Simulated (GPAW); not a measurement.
# NaH (honeycomb monolayer): G0W0 with GPAW, start to end

Wanted: ground state, empty states, screening and self-energy for NaH (honeycomb monolayer).

Method: LDA and many-body steps on it, plane waves, in GPAW 26.7.0.

## 1. Starting point

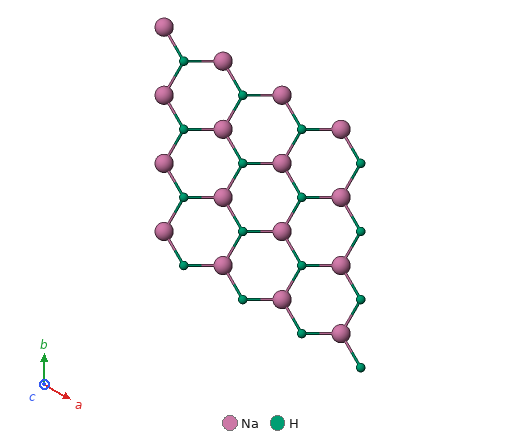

The starting structure, seen from above (sodium pink, hydrogen teal). 4×4×1 cells are drawn.

The cell holds 2 atoms: 1 Na and 1 H. Its edges and angles: a = 3.024 Å, b = 3.024 Å, c = 11.400 Å, α = 90.0°, β = 90.0°, γ = 120.0°. Vacuum lies along c.

Structure file:

```
Na H
1.0
     3.02421    0.00000    0.00000
    -1.51210    2.61904    0.00000
     0.00000    0.00000   11.40000
Na H
1 1
Direct
  0.33333 0.66667 0.48246
  0.66667 0.33333 0.51754
```

The start is a generated structure, not a measured one.

## 2. Relaxation

This step: GPAW 26.7.0; DFT, LDA, plane waves, PAW.

Gaps follow bond lengths, so the structure is brought to rest first.

run.py

```python
import json
import numpy as np
from gpaw.mpi import world
from ase import Atoms
from ase.constraints import FixSymmetry
from ase.filters import FrechetCellFilter
from ase.optimize import BFGS
from gpaw import GPAW, PW, FermiDirac

atoms = Atoms(['Na', 'H'],
    cell=[[3.0242094326, 0.0000000000, 0.0000000000],
      [-1.5121047163, 2.6190421950, 0.0000000000],
      [0.0000000000, 0.0000000000, 11.4000000000]],
    scaled_positions=[[0.3333333333, 0.6666666667, 0.4824561404],
      [0.6666666667, 0.3333333333, 0.5175438596]],
    pbc=(True, True, False))
atoms.set_constraint(FixSymmetry(atoms))
atoms.calc = GPAW(mode=PW(700),
    xc='LDA',
    kpts={'size': (9, 9, 1), 'gamma': True},
    occupations=FermiDirac(0.02),
    convergence={'density': 1e-5},
    txt='relax.txt')
steps = []
opt = BFGS(FrechetCellFilter(atoms, mask=[1, 1, 0, 0, 0, 1]), logfile='bfgs.log')
opt.attach(lambda: steps.append([atoms.get_potential_energy(), atoms.cell[:], atoms.positions.copy(), atoms.get_forces()]))
converged = opt.run(fmax=0.03, steps=50)
res = {'converged': bool(converged), 'steps': steps, 'cell': atoms.cell[:], 'frac': atoms.get_scaled_positions()}

if world.rank == 0:
    with open('result.json', 'w') as f:
        json.dump(res, f, default=lambda x: x.tolist())
```

Launch:

```console
mpirun -n 4 gpaw python run.py
```

The program printed:

```text
Step     Time          Energy          fmax
BFGS:    0        -4.246815        2.107604
BFGS:    1        -4.366539        1.865811
BFGS:    2        -4.843393        0.593982
[...]
BFGS:    9        -5.000390        0.048827
BFGS:   10        -5.000956        0.004669
```

The job ended after 37 s (4 MPI ranks of Arm Neoverse V1, shared host; peak memory 0.94 GiB).

The steps of the relaxation:

```
step  energy less that of the first step (eV)  largest force (eV/Å)
   1                                   0.0000                0.0484
   2                                  -0.1197                0.0264
   3                                  -0.5966                0.3320
   4                                  -0.6730                0.3835
   5                                  -0.6861                0.3812
   6                                  -0.6929                0.3624
   7                                  -0.7080                0.2953
   8                                  -0.7274                0.1800
   9                                  -0.7459                0.0500
  10                                  -0.7536                0.0083
  11                                  -0.7541                0.0047
```

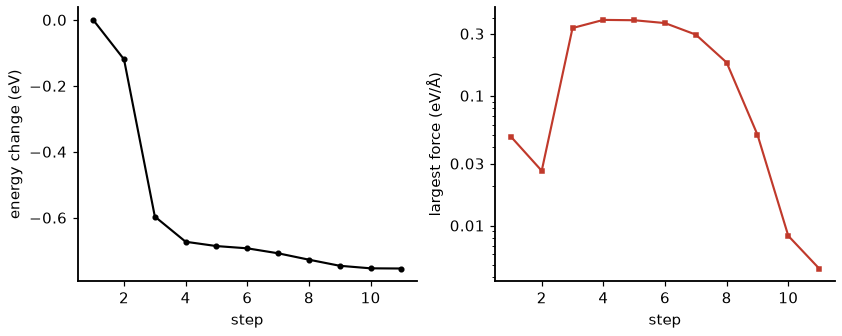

Energy and largest force along the relaxation.

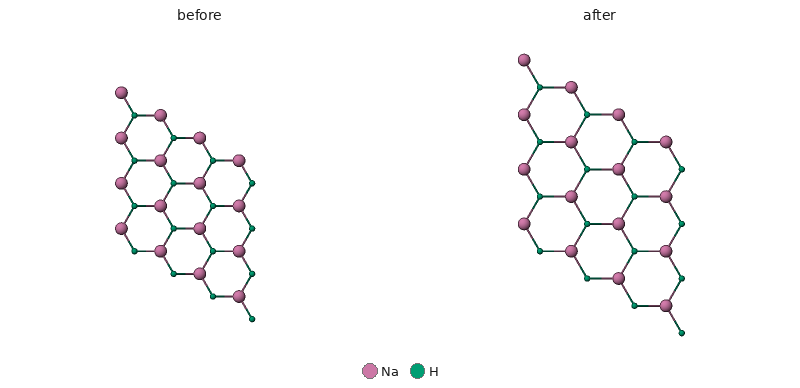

The structure before and after the relaxation, drawn at the same scale.

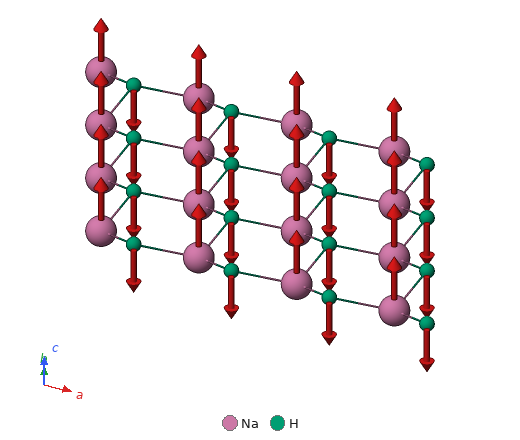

Displacements in the relaxation, exaggerated; the longest in the cell stands for 0.20 Å. 4×4×1 cells are drawn.

The atoms that moved most (Å):

```
atom     dx     dy      dz  length
 Na1  0.000  0.000   0.202   0.202
  H2  0.000  0.000  -0.202   0.202
```

The relaxed structure:

```xyz
2
Lattice="3.6475 0.0000 0.0000 -1.8238 3.1588 0.0000 0.0000 0.0000 11.4000" Properties=species:S:1:pos:R:3
Na    0.0000    2.1059    5.7022
H     1.8238    1.0529    5.6977
```

## 3. Ground state

The ground-state density comes first.

run.py

```python
import json
import numpy as np
from gpaw.mpi import world
from ase import Atoms
from gpaw import GPAW, PW, FermiDirac

atoms = Atoms(['Na', 'H'],
    cell=[[3.6475123133, 0.0000000000, 0.0000000000],
      [-1.8237561566, 3.1588383239, 0.0000000000],
      [0.0000000000, 0.0000000000, 11.4000000000]],
    scaled_positions=[[0.3333333333, 0.6666666667, 0.5001960419],
      [0.6666666667, 0.3333333333, 0.4998007827]],
    pbc=(True, True, False))
calc = GPAW(mode=PW(600),
    xc='LDA',
    kpts={'size': (9, 9, 1), 'gamma': True},
    occupations=FermiDirac(0.001),
    nbands=-7,
    convergence={'density': 1e-6, 'bands': -3},
    maxiter=100,
    txt='gs.txt')
atoms.calc = calc
res = {'energy': atoms.get_potential_energy()}
kpts = calc.get_ibz_k_points()
res['kpts'] = kpts
res['eigenvalues'] = [calc.get_eigenvalues(kpt=k) for k in range(len(kpts))]
res['n_electrons'] = calc.get_number_of_electrons()
calc.write('gs.gpw')

if world.rank == 0:
    with open('result.json', 'w') as f:
        json.dump(res, f, default=lambda x: x.tolist())
```

Launch:

```console
mpirun -n 4 gpaw python run.py
```

The program printed:

```text
__  _  _
 | _ |_)|_||  |
 |__||  | ||/\| - 26.7.0

Input parameters:
  mode=PW(ecut=600.0),
  convergence={'density': 1e-06, 'bands': -3},
  kpts=MonkhorstPack(size=(9, 9, 1), gamma=True),
  maxiter=100,
  nbands=-7,
  occupations=Occupations(name='fermi-dirac', width=0.001, fixmagmom=False),
  xc=XC(name='LDA')
  [... matrices ...]
Diagonalizing LCAO Hamiltonian
Converting LCAO to pw mode

        Na H

Atoms  # Å, Bohr magnetons
|   | symbol |         x |        y |        z |    initial magnetic moments |
| 0 |     Na | -0.000000 | 2.105892 | 5.702235 | ( 0.0000,  0.0000,  0.0000) |
| 1 |      H |  1.823756 | 1.052946 | 5.697729 | ( 0.0000,  0.0000,  0.0000) |

Unit cell  # Å
| periodic |         x |        y |         z |   lengths |     angles |
|      yes |  3.647512 | 0.000000 |  0.000000 |  3.647512 |  90.000000 |
|      yes | -1.823756 | 3.158838 |  0.000000 |  3.647512 |  90.000000 |
|       no |  0.000000 | 0.000000 | 11.400000 | 11.400000 | 120.000000 |

Number of symmetries: 6
Symmetry operations  # r_c * U_cc + t_c -> r_c
|   | kind |            matrix            |
| 0 |  σ   |  1, 1, 0,  0,-1, 0,  0, 0, 1 |
| 1 |  E   |  1, 0, 0,  0, 1, 0,  0, 0, 1 |
| 2 |  C3  |  0, 1, 0, -1,-1, 0,  0, 0, 1 |
| 3 |  σ   |  0,-1, 0, -1, 0, 0,  0, 0, 1 |
| 4 |  σ   | -1, 0, 0,  1, 1, 0,  0, 0, 1 |
| 5 |  C3  | -1,-1, 0,  1, 0, 0,  0, 0, 1 |

BZ-sampling:
  Number of BZ points: 81
  Number of IBZ points: 12

  Monkhorst-Pack size: [9, 9, 1]
  Monkhorst-Pack shift: [0, 0, 0]

K-points  # in reciprocal-cell coordinates
|     |                                coordinates |     weight |
|   0 | (  0.00000000,   0.00000000,   0.00000000) | 0.01234568 |
|   1 | (  0.11111111,   0.00000000,   0.00000000) | 0.07407407 |
|   2 | (  0.22222222,  -0.11111111,   0.00000000) | 0.07407407 |
|   3 | (  0.22222222,   0.00000000,   0.00000000) | 0.07407407 |
|   4 | (  0.33333333,  -0.11111111,   0.00000000) | 0.14814815 |
|   5 | (  0.33333333,   0.00000000,   0.00000000) | 0.07407407 |
|   6 | (  0.33333333,   0.33333333,   0.00000000) | 0.02469136 |
|   7 | (  0.44444444,  -0.22222222,   0.00000000) | 0.07407407 |
|   8 | (  0.44444444,  -0.11111111,   0.00000000) | 0.14814815 |
|   9 | (  0.44444444,   0.00000000,   0.00000000) | 0.07407407 |
| ... |                                            |            |
|  11 | (  0.44444444,   0.44444444,   0.00000000) | 0.07407407 |

Plane wave coefficients: 4419
Cutoff: 600.0 eV

Spin-components: 1 (collinear spins)
Bands:           11
Projectors:      8
Spin-degeneracy: 2
Datatype:        complex128

  Storage: CPU
  Wave functions: 9_332_928 bytes (2_333_232 per core)
  Projectors: 16_120_512 bytes (4_030_128 per core)
  [... matrices ...]
Parallelization:
  kpt:    4
  domain: 1
  band:   1

Density:
  Valence electrons: 8.0
  Components: 1
  Grid points: [21 21 70]
  Charge: 0.0  # |e|

Potential:
  Grid points: [21 21 70]

species:
  Na:
    name:    Sodium
    Z:       11.0
    valence: 7
    core:    4
    charge:  0.0  # [|e|]
    compensation charges:
      type: gauss
      rc: 0.37  # [Å]
      lmax: 2
    cutoffs:
      filter: 2.17  # [Å]
      core: 2.59  # [Å]
    projectors
    | kind |    occ | energy [eV] | rcut [Å] |
    |   3s |  1.000 |      -2.819 |    1.201 |
    |   2p |  6.000 |     -28.826 |    1.217 |
    |   3p |  0.000 |      -0.774 |    1.217 |
    |    s |        |      24.392 |    1.201 |
    |    d |        |       0.000 |    1.238 |

    Using partial waves for Na as LCAO basis

  H:
    name:    Hydrogen
    Z:       1.0
    valence: 1
    core:    0
    charge:  0.0  # [|e|]
    compensation charges:
      type: gauss
      rc: 0.15  # [Å]
      lmax: 2
    cutoffs:
      filter: 0.85  # [Å]
      core: 0.53  # [Å]
    projectors
    | kind |    occ | energy [eV] | rcut [Å] |
    |   1s |  1.000 |      -6.353 |    0.476 |
    |    s |        |      20.858 |    0.476 |
    |    p |        |       0.000 |    0.476 |

    Using partial waves for H as LCAO basis

Reference energy: -4410.837503  # eV

eigensolver:
  PPCG
  Converge bands: -3
  niter=2

density mixing:
  MSR1-Mixer
  Pratt-step length: 0.05
  Maximum mixing coefficient: 0.75
  Old densities: 10
  SVD Regularization: 0.005
  Good broyden scale: 1.0
  Trust region scale: 1.0
  Backstep threshold: 4.0
  History deletion threshold: 6.0
  Fourier metric: weight=20.0, sigma=0.015

occupation numbers:
  Fermi-Dirac:
    width: 0.0010  # eV

poisson solver:
  ecut: 4800.0  # eV

xc functional:
  name: None

Initialization done in: 0.732 s

convergence criteria:
- Maximum integral of absolute [dens]ity change: 1e-06 electrons / valence electron
- Maximum [total energy] change in last 3 cyles: 0.0005 eV / valence electron
- Maximum integral of absolute [eigenst]ate change: 4e-08 eV^2 / valence electron
maximum number of iterations: 100

SCF iterations
|iter     |     time |      energy | eigst |  dens |
|iter:   1|  |   -5.715856 | +1.50 |       |
|iter:   2|  |   -5.608497 | +0.32 | -0.88 |
|iter:   3|  |   -5.004075 | -0.79 | -0.91 |
|iter:   4|  |   -4.998539 | -2.10 | -1.64 |
|iter:   5|  |   -4.999230 | -3.25 | -2.07 |
|iter:   6|  |   -4.999226c| -4.63 | -2.92 |
|iter:   7|  |   -4.999227c| -6.07 | -3.90 |
|iter:   8|  |   -4.999227c| -7.30 | -4.34 |
|iter:   9|  |   -4.999227c| -7.47c| -5.31 |
|iter:  10|  |   -4.999227c| -8.49c| -6.18c|

Converged in 10 steps
SCF loop duration: 2.484 s (0.248 s/step)
Energy contributions relative to reference atoms: (reference = -4410.837503)
  [... matrices ...]
Energy contributions:
  Kinetic:           5.433452
  Coulomb:          -5.440030
  Zero:             -0.043074
  External:          0.000000
  Xc:               -4.949576
  Entropy:          -0.000000
  Spinorbit:         0.000000
  ----------------------------
  Free energy:      -4.999227
  Extrapolated:     -4.999227

dipole moment: (-1.245474, 0.719071, 0.001911)  # |e|*Ang

Fermi level: -3.944
Eigenvalues  # (at kpt = [0.000, 0.000, 0.000])
| band index |      eig [eV] | occ [0-2] |
|          0 |       -26.245 |     2.000 |
|          1 |       -26.121 |     2.000 |
|          2 |       -26.121 |     2.000 |
|          3 |        -5.918 |     2.000 |
|          4 |        -0.718 |     0.000 |
|          5 |         0.219 |     0.000 |
|          6 |         2.322 |     0.000 |
|          7 |         3.106 |     0.000 |
|          8 |         5.959 |     0.000 |
|          9 |         8.719 |     0.000 |
|         10 |         9.077 |     0.000 |

Gap: 3.247 eV
Transition (v -> c):
  (s=0, k=6, n=3, [0.33, 0.33, 0.00]) -> (s=0, k=0, n=4, [0.00, 0.00, 0.00])
Direct/indirect transitions are different
Direct gap: 4.687 eV
Transition at: (s=0, k=11, n=3, [0.44, 0.44, 0.00])
vacuum-level: 0.728  # V
# Writing to gs.gpw (mode='')
  [... matrices ...]
```

It took 5 s on 4 MPI ranks; peak memory 0.69 GiB.

Numbers from this step:

```yaml
total_energy: -4.999 eV
gap: 3.247 eV
k_of_the_valence_top: 0.3333, 0.3333, 0
k_of_the_conduction_bottom: 0, 0, 0
least_direct_gap: 4.687 eV
```

The gap is indirect, with the least direct gap 1.44 eV higher.

## 4. Bands along the symmetry lines

Levels along a band path, at the cheap level, show where the edges lie and whether the meshes to come will hold them.

run.py

```python
import json
import numpy as np
from gpaw.mpi import world
from gpaw import GPAW

path = [[0.000000, 0.000000, 0.000000],
    [0.062500, 0.000000, 0.000000],
    [0.125000, 0.000000, 0.000000],
    [0.187500, 0.000000, 0.000000],
    [0.250000, 0.000000, 0.000000],
    [0.312500, 0.000000, 0.000000],
    [0.375000, 0.000000, 0.000000],
    [0.437500, 0.000000, 0.000000],
    [0.500000, 0.000000, 0.000000],
    [0.479167, 0.041667, 0.000000],
    [0.458333, 0.083333, 0.000000],
    [0.437500, 0.125000, 0.000000],
    [0.416667, 0.166667, 0.000000],
    [0.395833, 0.208333, 0.000000],
    [0.375000, 0.250000, 0.000000],
    [0.354167, 0.291667, 0.000000],
    [0.333333, 0.333333, 0.000000],
    [0.291667, 0.291667, 0.000000],
    [0.250000, 0.250000, 0.000000],
    [0.208333, 0.208333, 0.000000],
    [0.166667, 0.166667, 0.000000],
    [0.125000, 0.125000, 0.000000],
    [0.083333, 0.083333, 0.000000],
    [0.041667, 0.041667, 0.000000],
    [0.000000, 0.000000, 0.000000]]
calc = GPAW('gs.gpw').fixed_density(kpts=path,
    symmetry='off',
    nbands=14,
    convergence={'bands': 10},
    txt='bands.txt')
res = {}
kpts = calc.get_ibz_k_points()
res['kpts'] = kpts
res['eigenvalues'] = [calc.get_eigenvalues(kpt=k) for k in range(len(kpts))]
res['n_electrons'] = calc.get_number_of_electrons()

if world.rank == 0:
    with open('result.json', 'w') as f:
        json.dump(res, f, default=lambda x: x.tolist())
```

Launch:

```console
mpirun -n 4 gpaw python run.py
```

The program printed:

```text
Diagonalizing LCAO Hamiltonian
Converting LCAO to pw mode
convergence criteria:
- Maximum integral of absolute [eigenst]ate change: 4e-08 eV^2 / valence electron
maximum number of iterations: 100

SCF iterations
|iter     |     time |      energy | eigst |  dens |
|iter:   1|  |             | +2.22 |       |
|iter:   2|  |             | +0.55 |       |
|iter:   3|  |             | -0.54 |       |
|iter:   4|  |             | -3.27 |       |
|iter:   5|  |             | -5.39 |       |
|iter:   6|  |             | -6.85 |       |
|iter:   7|  |             | -7.77c|       |
SCF steps: 7
  __  _  _
 | _ |_)|_||  |
 |__||  | ||/\| - 26.7.0

Input parameters:
  mode=PW(ecut=600.0),
  convergence={'bands': 10},
  gpts=array([21, 21, 70]),
  kpts=KPoints(kpts=array([[0.      , 0.      , 0.      ],
         [0.0625  , 0.      , 0.      ],
         [0.125   , 0.      , 0.      ],
         [0.1875  , 0.      , 0.      ],
[...]
[0.479167, 0.041667, 0.      ],
         [0.458333, 0.083333, 0.      ],
[...]
[0.416667, 0.166667, 0.      ],
[...]
[0.25    , 0.25    , 0.      ],
[...]
[0.125   , 0.125   , 0.      ],
         [0.083333, 0.083333, 0.      ],
         [0.041667, 0.041667, 0.      ],
         [0.      , 0.      , 0.      ]])),
  maxiter=100,
  nbands=14,
  occupations=Occupations(name='fermi-dirac', width=0.001, fixmagmom=False),
  parallel={},
  symmetry=Symmetry(point_group=False, time_reversal=False),
  xc=XC(name='LDA')
  [... matrices ...]
timing:  # [seconds]
  Total: 0.026  # ━━━━━━━━━━━━━━━━━━━━━━━━━━━━━━━━━━━━━━━━━━━━━━━━━━━━━━━━━━━
```

The job ended after 6.7 s (4 MPI ranks; peak memory 0.76 GiB; 26 s of CPU time).

Numbers from this step:

| Property | Result |
| --- | --- |
| gap | 3.247 eV |
| k of the valence top | 0.3333, 0.3333, 0 |
| k of the conduction bottom | 0, 0, 0 |
| least direct gap | 4.606 eV |

The gap is 3.247 eV, as in the run before at this level.

Electronic bands along the path, in eV, zero at the top of the highest filled band; v1 is the highest filled band, c1 the lowest empty one:

```
point      v4      v3      v2     v1    c1    c2    c3    c4
    Γ  -22.28  -22.16  -22.16  -1.95  3.25  4.18  6.29  7.07
    M  -22.28  -22.20  -22.17  -0.24  4.37  6.74  7.06  7.69
    K  -22.27  -22.19  -22.18   0.00  5.18  6.18  7.83  8.20
    Γ  -22.28  -22.16  -22.16  -1.95  3.25  4.18  6.29  7.07
```

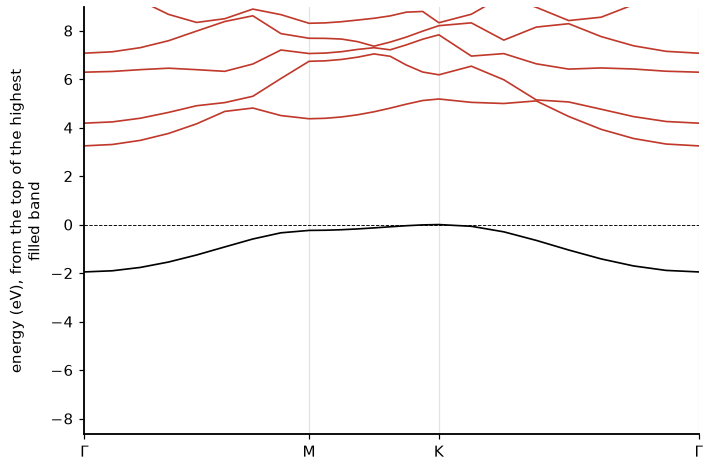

Electronic bands along the path; lines of filled and empty bands in two colours.

## 5. Empty states on the mesh, 9×9×1 mesh, 308 bands

The sums over transitions need many empty states on a uniform mesh; this step solves for them.

run.py

```python
import json
import numpy as np
from gpaw.mpi import world
from gpaw import GPAW

calc = GPAW('gs.gpw').fixed_density(kpts={'size': (9, 9, 1), 'gamma': True},
    nbands=359,
    convergence={'bands': 308},
    txt='nscf.txt')
calc.write('full.gpw', mode='all')
res = {}
kpts = calc.get_ibz_k_points()
res['kpts'] = kpts
res['eigenvalues'] = [calc.get_eigenvalues(kpt=k) for k in range(len(kpts))]
res['n_electrons'] = calc.get_number_of_electrons()

if world.rank == 0:
    with open('result.json', 'w') as f:
        json.dump(res, f, default=lambda x: x.tolist())
```

Launch:

```console
mpirun -n 4 gpaw python run.py
```

The program printed:

```text
Diagonalizing LCAO Hamiltonian
Converting LCAO to pw mode
convergence criteria:
- Maximum integral of absolute [eigenst]ate change: 4e-08 eV^2 / valence electron
maximum number of iterations: 100

SCF iterations
|iter     |     time |      energy | eigst |  dens |
|iter:   1|  |             | +5.27 |       |
|iter:   2|  |             | +4.09 |       |
|iter:   3|  |             | +2.97 |       |
[...]
|iter:  17|  |             | -6.76 |       |
|iter:  18|  |             | -7.14 |       |
|iter:  19|  |             | -7.42c|       |
SCF steps: 19
  __  _  _
 | _ |_)|_||  |
 |__||  | ||/\| - 26.7.0

Input parameters:
  mode=PW(ecut=600.0),
  convergence={'bands': 308},
  gpts=array([21, 21, 70]),
  kpts=MonkhorstPack(size=(9, 9, 1), gamma=True),
  maxiter=100,
  nbands=359,
  occupations=Occupations(name='fermi-dirac', width=0.001, fixmagmom=False),
  parallel={},
  xc=XC(name='LDA')
# Writing to full.gpw (mode='all')
  [... matrices ...]

timing:  # [seconds]
  Total: 0.102  # ━━━━━━━━━━━━━━━━━━━━━━━━━━━━━━━━━━━━━━━━━━━━━━━━━━━━━━━━━━━
```

It took 4.4 min on 4 MPI ranks; peak memory 1.4 GiB; 18 min of CPU time.

This step gave:

| Property | Result |
| --- | --- |
| gap | 3.247 eV |
| k of the valence top | 0.3333, 0.3333, 0 |
| k of the conduction bottom | 0, 0, 0 |
| least direct gap | 4.687 eV |
| k points computed | 12 |
| lowest point of the top converged band, above the valence top | 100.9305 eV |

On this mesh the gap is 3.247 eV.

[end of part 1 of 2]

[Paths, hosts, dates, memory and timing lines, banners, echoed tables and standing remarks are left out of the program output.]

[Logs are printed without paths, hosts, clocks, repeated set-up lines and the standing remarks that a program may print on its own settings, such as how far it seeks lower states.]

[Runs of the session that timed out or met a known fault of the program may be left out.]

[Hosts, paths, dates, database ids (printed as entryN), source tags and the programs' standing remarks are cut or masked in the printed files.]
